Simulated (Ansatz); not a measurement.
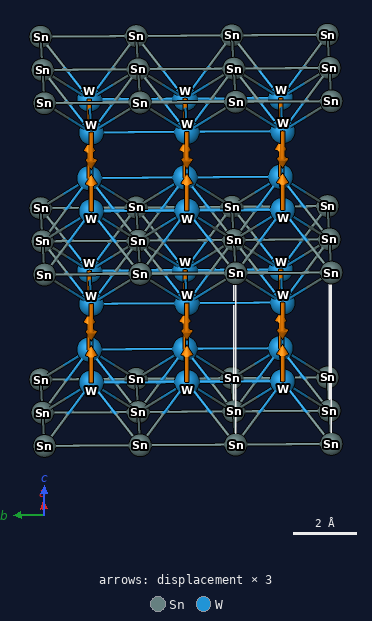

This is a relaxation of a crystal of SnW$_{2}$ (a generated structure, set up in P4/mmm) (coarse preliminary run). The starting structure is drawn; orange arrows show the displacements (the part carried along by the change of the cell is left out), 3 times their true length.

Style: ball-and-stick. Shown: the cell of the calculation, repeated 2 × 3 × 2 with one cell outlined, from a free direction.

Level of theory: DFT PBE, scalar-relativistic, plane waves, PAW (Ansatz).

The input:
```yaml
crystal:
  lattice:
    - [3.07478085, 0.0, 0.0]
    - [0.0, 3.07478085, 0.0]
    - [0.0, 0.0, 5.87461827]
  atoms:
    - { symbol: Sn, position: [0.0, 0.0, 0.0] }
    - { symbol: W, position: [0.5, 0.5, 0.27000001] }
    - { symbol: W, position: [0.5, 0.5, 0.72999999] }
basis:
  ecutwfc: 420
kpoints:
  mp_grid: { grid: [6, 6, 4] }
hamiltonian:
  xc: pbe
scf:
  occupations: { method: gaussian, width: 0.1 }
  lower_state_search: "off"
output:
  forces: true
  stress: true
  eigenvalues: true
relax:
  adjacent_minimum: "off"
  f_tol: 0.04
  max_steps: 70
  cell: { stress_tol: 0.4 }
```

Run as
```bash
ansatz run input.yaml --threads 1 --pin off --max-ram 2560MiB --backend cpu --events-out ev --progress --plain --runs-dir out
```

Atoms of which element are displaced furthest, and by how much?

Tungsten: up to 0.43 Å, against 0.00 Å for tin.

What happened in the run?

The largest moves relative to the cell, 0.43 Å, are those of W2 and W3. W2 goes along +c. Sn stays in place. Cell: a = b 3.075 → 2.797 Å (−9.0 %), c 5.875 → 7.326 Å (+24.7 %). Volume +3.2 %. Among the contacts that change: W2–W3 3.172 → 4.824 Å, Sn1–W2 2.691 → 3.119 Å, Sn1–Sn1 3.075 → 2.797 Å, W2–W2 3.075 → 2.797 Å. The space group stays P4/mmm (No. 123). After 10 accepted moves (14 points after the start) the energy has fallen by 501 meV per atom. The largest force component goes from 3.8 to 0.0015 eV/Å. Pressure: 14.72 GPa at the start and −0.01 GPa at the end. The line search rejected the trial steps at points 7, 9 of the run. The SCF was repeated twice at an unchanged geometry on a basis and grid sized afresh for the cell, which shifted the energy by 11.0 meV per atom at most.
